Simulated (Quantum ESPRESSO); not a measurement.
# How the plane-wave cutoff moves the magnetism of MnGaGe, part 2 of 2

Two starts of MnGaGe are run at each rung of the plane-wave cutoff.

Quantum ESPRESSO 7.5; LDA; plane waves with GBRV 1.5 LDA potentials, no spin-orbit coupling (settings of the first rung).

So far, largest spin moment in the atom's sphere (μB): step 2 (rung 1, start ferro ++) 1.65; step 3 (rung 1, start antiferro +-) 1.90; step 4 (rung 2, start ferro ++) 2.20; step 5 (rung 2, start antiferro +-) 2.44; step 6 (rung 3, start ferro ++) 2.06.

## 7. Rung 3, start antiferro +-

pw.in

```
&CONTROL
  calculation = 'scf'
  prefix = 'pwscf'
  outdir = './tmp'
  pseudo_dir = './pseudo'
  disk_io = 'nowf'
/
&SYSTEM
  ibrav = 0
  celldm(1) = 8
  nat = 6
  ntyp = 4
  ecutwfc = 32
  ecutrho = 224
  nbnd = 60
  occupations = 'smearing'
  smearing = 'fd'
  degauss = 0.00367493
  nspin = 2
  starting_magnetization(1) = 0.2333
  starting_magnetization(2) = -0.2333
  starting_magnetization(3) = 0
  starting_magnetization(4) = 0
/
&ELECTRONS
  conv_thr = 1.2d-08
  electron_maxstep = 150
  mixing_beta = 0.3
/
ATOMIC_SPECIES
Mn1    54.9380 mn_lda_v1.5.uspp.F.UPF
Mn2    54.9380 mn_lda_v1.5.uspp.F.UPF
Ga     69.7230 ga_lda_v1.4.uspp.F.UPF
Ge     72.6300 ge_lda_v1.4.uspp.F.UPF
CELL_PARAMETERS alat
   0.9320972536937    0.0000000000000    0.0000000000000
   0.0000000000000    0.9320972536937    0.0000000000000
   0.0000000000000    0.0000000000000    1.3962435168725
ATOMIC_POSITIONS crystal
Mn1     0.0000000000    0.0000000000    0.0000000000
Mn2     0.5000000000    0.5000000000    0.0000000000
Ga      0.0000000000    0.5000000000    0.7037730000
Ga      0.5000000000    0.0000000000    0.2962270000
Ge      0.0000000000    0.5000000000    0.2809470000
Ge      0.5000000000    0.0000000000    0.7190530000
K_POINTS automatic
8 8 8 0 0 0
```

Started as:

```sh
OMP_NUM_THREADS=1 mpirun -n 4 pw.x -nk 4 -in pw.in > pw.out
```

The log of the run:

```text
     [... lines left out ...]
Program PWSCF v.7.5 starts
     [... lines left out ...]
     number of atoms/cell      =            6
     [... lines left out ...]
     number of electrons       =        96.00
     number of Kohn-Sham states=           60
     kinetic-energy cutoff     =      32.0000  Ry
     charge density cutoff     =     224.0000  Ry
     scf convergence threshold =      1.2E-08
     [... lines left out ...]
      8 Sym. Ops. (no inversion) found
     [... lines left out ...]
     number of k points=    75  Fermi-Dirac smearing, width (Ry)=  0.0037
     [... lines left out ...]
     iteration # 14     ecut=    32.00 Ry     beta= 0.30
     [... lines left out ...]
     Magnetic moment per site  (integrated on atomic sphere of radius R)
     atom   1 (R=0.251)  charge= 13.5179  magn=  2.3773
     atom   2 (R=0.251)  charge= 13.5179  magn= -2.3772
     atom   3 (R=0.244)  charge= 17.1772  magn= -0.0000
     atom   4 (R=0.244)  charge= 17.1772  magn= -0.0000
     atom   5 (R=0.244)  charge= 11.9559  magn= -0.0000
     atom   6 (R=0.244)  charge= 11.9559  magn= -0.0000
     [... lines left out ...]
     the Fermi energy is    13.6222 ev
!    total energy              =   -1678.49503107 Ry
     estimated scf accuracy    <       0.00000001 Ry
     smearing contrib. (-TS)   =      -0.00236197 Ry
     [... lines left out ...]
     total magnetization       =     0.00 Bohr mag/cell
     absolute magnetization    =     5.30 Bohr mag/cell
     convergence has been achieved in  14 iterations
```

Elapsed: 86 s, on 4 MPI ranks of AMD EPYC 7R32 (Zen 2), shared host; peak memory 0.69 GiB.

This step gave:

```
magnetization  : 0 μB
final state    : antiferromagnetic
largest moment : 2.377 μB
```

## 8. Rung 4, start ferro ++

Edit pw.in of step 7 so:

```diff
@@ -11,6 +11,6 @@
   nat = 6
-  ntyp = 4
-  ecutwfc = 32
-  ecutrho = 224
-  nbnd = 60
+  ntyp = 3
+  ecutwfc = 40
+  ecutrho = 280
+  nbnd = 64
   occupations = 'smearing'
@@ -20,5 +20,4 @@
   starting_magnetization(1) = 0.2333
-  starting_magnetization(2) = -0.2333
+  starting_magnetization(2) = 0
   starting_magnetization(3) = 0
-  starting_magnetization(4) = 0
 /
@@ -30,4 +29,3 @@
 ATOMIC_SPECIES
-Mn1    54.9380 mn_lda_v1.5.uspp.F.UPF
-Mn2    54.9380 mn_lda_v1.5.uspp.F.UPF
+Mn     54.9380 mn_lda_v1.5.uspp.F.UPF
 Ga     69.7230 ga_lda_v1.4.uspp.F.UPF
@@ -39,4 +37,4 @@
 ATOMIC_POSITIONS crystal
-Mn1     0.0000000000    0.0000000000    0.0000000000
-Mn2     0.5000000000    0.5000000000    0.0000000000
+Mn      0.0000000000    0.0000000000    0.0000000000
+Mn      0.5000000000    0.5000000000    0.0000000000
 Ga      0.0000000000    0.5000000000    0.7037730000
```

The log of the run:

```text
     [... lines left out ...]
Program PWSCF v.7.5 starts
     [... lines left out ...]
     number of atoms/cell      =            6
     [... lines left out ...]
     number of electrons       =        96.00
     number of Kohn-Sham states=           64
     kinetic-energy cutoff     =      40.0000  Ry
     charge density cutoff     =     280.0000  Ry
     scf convergence threshold =      1.2E-08
     [... lines left out ...]
     16 Sym. Ops., with inversion, found ( 8 have fractional translation)
     [... lines left out ...]
     number of k points=    75  Fermi-Dirac smearing, width (Ry)=  0.0037
     [... lines left out ...]
     iteration # 15     ecut=    40.00 Ry     beta= 0.30
     [... lines left out ...]
     Magnetic moment per site  (integrated on atomic sphere of radius R)
     atom   1 (R=0.251)  charge= 13.5199  magn=  2.0526
     atom   2 (R=0.251)  charge= 13.5199  magn=  2.0526
     atom   3 (R=0.244)  charge= 17.1704  magn= -0.0249
     atom   4 (R=0.244)  charge= 17.1704  magn= -0.0249
     atom   5 (R=0.244)  charge= 11.9496  magn= -0.0486
     atom   6 (R=0.244)  charge= 11.9496  magn= -0.0486
     [... lines left out ...]
     the Fermi energy is    13.7079 ev
!    total energy              =   -1678.53688265 Ry
     estimated scf accuracy    <          4.0E-09 Ry
     smearing contrib. (-TS)   =      -0.00235119 Ry
     [... lines left out ...]
     total magnetization       =     4.03 Bohr mag/cell
     absolute magnetization    =     4.55 Bohr mag/cell
     convergence has been achieved in  15 iterations
```

It took 2.2 min on 4 MPI ranks; peak memory 0.79 GiB.

Read from the output:

```
magnetization  : 4.029 μB
final state    : ferromagnetic
largest moment : 2.053 μB
```

## 9. Rung 4, start antiferro +-

Edit pw.in of step 8 so:

```diff
@@ -11,6 +11,6 @@
   nat = 6
-  ntyp = 3
+  ntyp = 4
   ecutwfc = 40
   ecutrho = 280
-  nbnd = 64
+  nbnd = 60
   occupations = 'smearing'
@@ -20,4 +20,5 @@
   starting_magnetization(1) = 0.2333
-  starting_magnetization(2) = 0
+  starting_magnetization(2) = -0.2333
   starting_magnetization(3) = 0
+  starting_magnetization(4) = 0
 /
@@ -29,3 +30,4 @@
 ATOMIC_SPECIES
-Mn     54.9380 mn_lda_v1.5.uspp.F.UPF
+Mn1    54.9380 mn_lda_v1.5.uspp.F.UPF
+Mn2    54.9380 mn_lda_v1.5.uspp.F.UPF
 Ga     69.7230 ga_lda_v1.4.uspp.F.UPF
@@ -37,4 +39,4 @@
 ATOMIC_POSITIONS crystal
-Mn      0.0000000000    0.0000000000    0.0000000000
-Mn      0.5000000000    0.5000000000    0.0000000000
+Mn1     0.0000000000    0.0000000000    0.0000000000
+Mn2     0.5000000000    0.5000000000    0.0000000000
 Ga      0.0000000000    0.5000000000    0.7037730000
```

The log of the run:

```text
     [... lines left out ...]
Program PWSCF v.7.5 starts
     [... lines left out ...]
     number of atoms/cell      =            6
     [... lines left out ...]
     number of electrons       =        96.00
     number of Kohn-Sham states=           60
     kinetic-energy cutoff     =      40.0000  Ry
     charge density cutoff     =     280.0000  Ry
     scf convergence threshold =      1.2E-08
     [... lines left out ...]
      8 Sym. Ops. (no inversion) found
     [... lines left out ...]
     number of k points=    75  Fermi-Dirac smearing, width (Ry)=  0.0037
     [... lines left out ...]
     iteration # 14     ecut=    40.00 Ry     beta= 0.30
     [... lines left out ...]
     Magnetic moment per site  (integrated on atomic sphere of radius R)
     atom   1 (R=0.251)  charge= 13.5188  magn=  2.3727
     atom   2 (R=0.251)  charge= 13.5188  magn= -2.3727
     atom   3 (R=0.244)  charge= 17.1760  magn= -0.0000
     atom   4 (R=0.244)  charge= 17.1760  magn= -0.0000
     atom   5 (R=0.244)  charge= 11.9562  magn= -0.0000
     atom   6 (R=0.244)  charge= 11.9562  magn= -0.0000
     [... lines left out ...]
     the Fermi energy is    13.6250 ev
!    total energy              =   -1678.52427627 Ry
     estimated scf accuracy    <          8.3E-09 Ry
     smearing contrib. (-TS)   =      -0.00236595 Ry
     [... lines left out ...]
     total magnetization       =     0.00 Bohr mag/cell
     absolute magnetization    =     5.29 Bohr mag/cell
     convergence has been achieved in  14 iterations
```

The job ended after 2 min (4 MPI ranks; peak memory 0.87 GiB; 7.9 min of CPU time).

Read from the output:

| Item | Value |
| --- | --- |
| magnetization | 0 μB |
| final state | antiferromagnetic |
| largest moment | 2.373 μB |

## 10. Rung 5, start ferro ++

Edit pw.in of step 9 so:

```diff
@@ -11,6 +11,6 @@
   nat = 6
-  ntyp = 4
-  ecutwfc = 40
-  ecutrho = 280
-  nbnd = 60
+  ntyp = 3
+  ecutwfc = 56
+  ecutrho = 392
+  nbnd = 64
   occupations = 'smearing'
@@ -20,5 +20,4 @@
   starting_magnetization(1) = 0.2333
-  starting_magnetization(2) = -0.2333
+  starting_magnetization(2) = 0
   starting_magnetization(3) = 0
-  starting_magnetization(4) = 0
 /
@@ -30,4 +29,3 @@
 ATOMIC_SPECIES
-Mn1    54.9380 mn_lda_v1.5.uspp.F.UPF
-Mn2    54.9380 mn_lda_v1.5.uspp.F.UPF
+Mn     54.9380 mn_lda_v1.5.uspp.F.UPF
 Ga     69.7230 ga_lda_v1.4.uspp.F.UPF
@@ -39,4 +37,4 @@
 ATOMIC_POSITIONS crystal
-Mn1     0.0000000000    0.0000000000    0.0000000000
-Mn2     0.5000000000    0.5000000000    0.0000000000
+Mn      0.0000000000    0.0000000000    0.0000000000
+Mn      0.5000000000    0.5000000000    0.0000000000
 Ga      0.0000000000    0.5000000000    0.7037730000
```

The log of the run:

```text
     [... lines left out ...]
Program PWSCF v.7.5 starts
     [... lines left out ...]
     number of atoms/cell      =            6
     [... lines left out ...]
     number of electrons       =        96.00
     number of Kohn-Sham states=           64
     kinetic-energy cutoff     =      56.0000  Ry
     charge density cutoff     =     392.0000  Ry
     scf convergence threshold =      1.2E-08
     [... lines left out ...]
     16 Sym. Ops., with inversion, found ( 8 have fractional translation)
     [... lines left out ...]
     number of k points=    75  Fermi-Dirac smearing, width (Ry)=  0.0037
     [... lines left out ...]
     iteration # 15     ecut=    56.00 Ry     beta= 0.30
     [... lines left out ...]
     Magnetic moment per site  (integrated on atomic sphere of radius R)
     atom   1 (R=0.251)  charge= 13.5202  magn=  2.0538
     atom   2 (R=0.251)  charge= 13.5202  magn=  2.0538
     atom   3 (R=0.244)  charge= 17.1702  magn= -0.0250
     atom   4 (R=0.244)  charge= 17.1702  magn= -0.0250
     atom   5 (R=0.244)  charge= 11.9490  magn= -0.0486
     atom   6 (R=0.244)  charge= 11.9490  magn= -0.0486
     [... lines left out ...]
     the Fermi energy is    13.7073 ev
!    total energy              =   -1678.54463693 Ry
     estimated scf accuracy    <          4.1E-09 Ry
     smearing contrib. (-TS)   =      -0.00234948 Ry
     [... lines left out ...]
     total magnetization       =     4.03 Bohr mag/cell
     absolute magnetization    =     4.55 Bohr mag/cell
     convergence has been achieved in  15 iterations
```

Wall time 3.2 min (4 MPI ranks); peak memory 1.3 GiB; 13 min of CPU time.

Read from the output:

```yaml
magnetization: 4.032 μB
final_state: ferromagnetic
largest_moment: 2.054 μB
```

## 11. Rung 5, start antiferro +-

Edit pw.in of step 10 so:

```diff
@@ -11,6 +11,6 @@
   nat = 6
-  ntyp = 3
+  ntyp = 4
   ecutwfc = 56
   ecutrho = 392
-  nbnd = 64
+  nbnd = 60
   occupations = 'smearing'
@@ -20,4 +20,5 @@
   starting_magnetization(1) = 0.2333
-  starting_magnetization(2) = 0
+  starting_magnetization(2) = -0.2333
   starting_magnetization(3) = 0
+  starting_magnetization(4) = 0
 /
@@ -29,3 +30,4 @@
 ATOMIC_SPECIES
-Mn     54.9380 mn_lda_v1.5.uspp.F.UPF
+Mn1    54.9380 mn_lda_v1.5.uspp.F.UPF
+Mn2    54.9380 mn_lda_v1.5.uspp.F.UPF
 Ga     69.7230 ga_lda_v1.4.uspp.F.UPF
@@ -37,4 +39,4 @@
 ATOMIC_POSITIONS crystal
-Mn      0.0000000000    0.0000000000    0.0000000000
-Mn      0.5000000000    0.5000000000    0.0000000000
+Mn1     0.0000000000    0.0000000000    0.0000000000
+Mn2     0.5000000000    0.5000000000    0.0000000000
 Ga      0.0000000000    0.5000000000    0.7037730000
```

The log of the run:

```text
     [... lines left out ...]
Program PWSCF v.7.5 starts
     [... lines left out ...]
     number of atoms/cell      =            6
     [... lines left out ...]
     number of electrons       =        96.00
     number of Kohn-Sham states=           60
     kinetic-energy cutoff     =      56.0000  Ry
     charge density cutoff     =     392.0000  Ry
     scf convergence threshold =      1.2E-08
     [... lines left out ...]
      8 Sym. Ops. (no inversion) found
     [... lines left out ...]
     number of k points=    75  Fermi-Dirac smearing, width (Ry)=  0.0037
     [... lines left out ...]
     iteration # 15     ecut=    56.00 Ry     beta= 0.30
     [... lines left out ...]
     Magnetic moment per site  (integrated on atomic sphere of radius R)
     atom   1 (R=0.251)  charge= 13.5190  magn=  2.3734
     atom   2 (R=0.251)  charge= 13.5190  magn= -2.3735
     atom   3 (R=0.244)  charge= 17.1758  magn=  0.0000
     atom   4 (R=0.244)  charge= 17.1758  magn=  0.0000
     atom   5 (R=0.244)  charge= 11.9556  magn=  0.0000
     atom   6 (R=0.244)  charge= 11.9556  magn=  0.0000
     [... lines left out ...]
     the Fermi energy is    13.6244 ev
!    total energy              =   -1678.53202572 Ry
     estimated scf accuracy    <          3.4E-09 Ry
     smearing contrib. (-TS)   =      -0.00236518 Ry
     [... lines left out ...]
     total magnetization       =    -0.00 Bohr mag/cell
     absolute magnetization    =     5.29 Bohr mag/cell
     convergence has been achieved in  15 iterations
```

The job ended after 3 min (4 MPI ranks; peak memory 1.3 GiB; 12 min of CPU time).

This step gave:

```
magnetization  : 0 μB
final state    : antiferromagnetic
largest moment : 2.374 μB
```

## 12. The rungs together

Ladder, by row:

```tsv
rung	cutoff (eV)	state from the first start	state from the second start	second less first (meV a seeded atom)	moment, first (μB)	moment, second (μB)	CPU time (s)
1	245	ferromagnetic	antiferromagnetic	106.7	1.645	1.903	396.3
2	327	ferromagnetic	antiferromagnetic	81.59	2.199	2.436	406.4
3	435	ferromagnetic	antiferromagnetic	85.13	2.059	2.377	713
4	544	ferromagnetic	antiferromagnetic	85.76	2.053	2.373	997.4
5	762	ferromagnetic	antiferromagnetic	85.79	2.054	2.374	1471
```

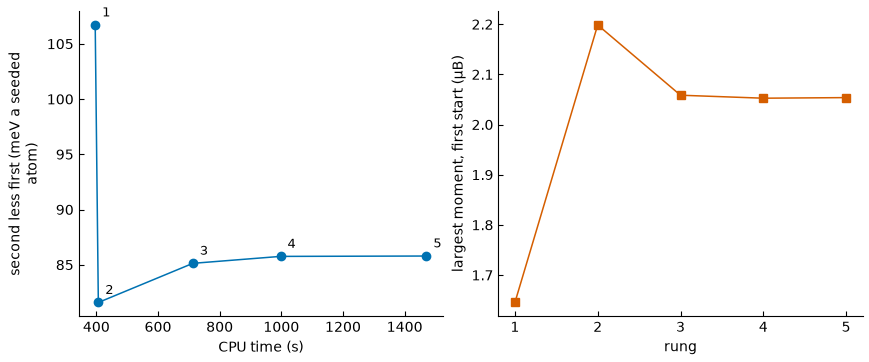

Result against cost, rungs numbered as in the table, and the moment by rung.

## 13. Outcome

- range of the largest moment, first start: 1.65 to 2.20 μB; second start 1.90 to 2.44 μB
- range of CPU time: 6.6 min to 25 min
- range of the energy difference: 81.6 to 107 meV a seeded atom
- first rung that agrees with the last (margins below): 3

In words: From rung 3 on the states are those of the last rung, the moments stay within 0.05 μB of it and the difference within 4.3 meV; rung 3 took 48 % of its CPU time.

[Logs and program files are shortened in this print: banners, set-up blocks, solver, clock and traceback lines can be left out without a mark of their own.]

[Logs are printed without paths, hosts, clocks, repeated set-up lines and the standing remarks that a program may print on its own settings, such as how far it seeks lower states.]

[Hosts, paths, dates, database ids (printed as entryN), source tags and the programs' standing remarks are cut or masked in the printed files.]

[Where a cell is said to come from a database of computed structures, the database is the Materials Project.]
